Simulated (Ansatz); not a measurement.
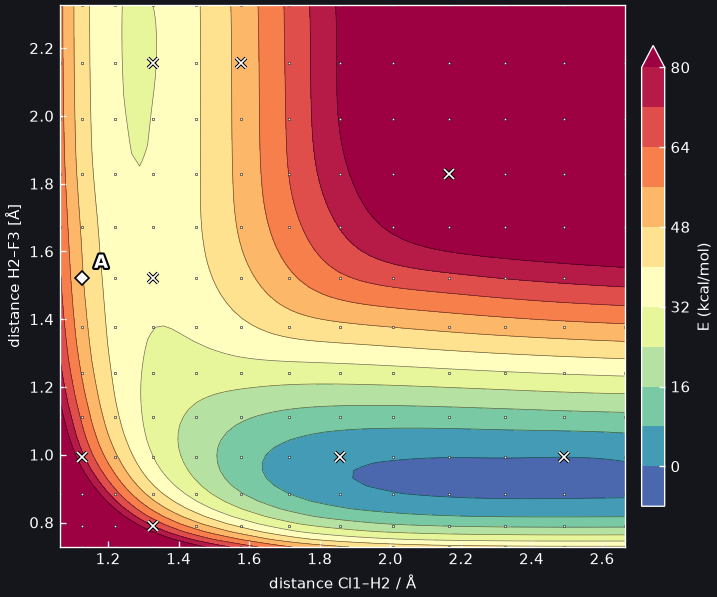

The system Cl + HF, spin multiplicity 2. 
- Coordinates scanned: (1) distance Cl1–H2; (2) distance H2–F3.
- Nothing is relaxed (the angle Cl1–H2–F3 is fixed at 180 degrees).
- The grid has 13 × 13 points. At 8 points there is no value.
- Energies are in kcal/mol, from Cl far from the relaxed HF (each part in its own basis).
- In part of the range the unrestricted reference is strongly spin-contaminated.
- Computed with Ansatz, UKS PBE0-D4/aug-cc-pVTZ.

The picture shows filled contours, crosses at grid points without a value, dots at the grid points, one colour for all values above the top of the scale, the point A. Between grid points the surface is interpolated.

### Which way does the force act at A, and how strong is it?

A, at distance Cl1–H2 = 1.127 Å, distance H2–F3 = 1.522 Å, is not a stationary point. The computed force is 197 kcal/mol for each Å towards larger values of distance Cl1–H2 and 13 kcal/mol for each Å towards larger values of distance H2–F3.
